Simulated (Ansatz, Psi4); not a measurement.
Intermolecular potential of BF3 ··· CH3Br (SMILES FB(F)F and CBr). Monomers: optimised at B3LYP-D3(BJ) (def2-TZVP), held rigid. Orientation: lowest of the rigid-body minima from ten starts at GFN2-xTB. The monomers approach along the line of their centres of mass (distance R); nothing else relaxes.

Computed with: SAPT0/jun-cc-pVDZ, frozen core (Psi4); PBE/def2-TZVP, counterpoise-corrected (Psi4); revPBE/def2-TZVP, counterpoise-corrected (Psi4); CCSD(T)/aug-cc-pVDZ = Ansatz (an electronic-structure program) with CCSD(T) on RHF/aug-cc-pVDZ, cores with 3d frozen, counterpoise-corrected.

Cost and agreement with CCSD(T)/aug-cc-pVDZ over the 12 points of the scan, with CCSD(T)/aug-cc-pVDZ as yardstick. Costs are rough ratios of core time within Psi4 on shared cores, each with its mean field (Kohn-Sham runs search longer for lower solutions than correlated ones do); the miss is the largest difference from CCSD(T) of the interaction energy, in kJ/mol.

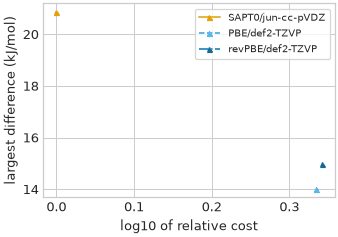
*Miss against cost, one point a level.*

| level | relative cost | largest difference |
|---|---|---|
| SAPT0/jun-cc-pVDZ | 1 | 20.85 |
| PBE/def2-TZVP | 2 | 14.03 |
| revPBE/def2-TZVP | 2 | 14.98 |

Costs within a factor of two of each other count as equal.
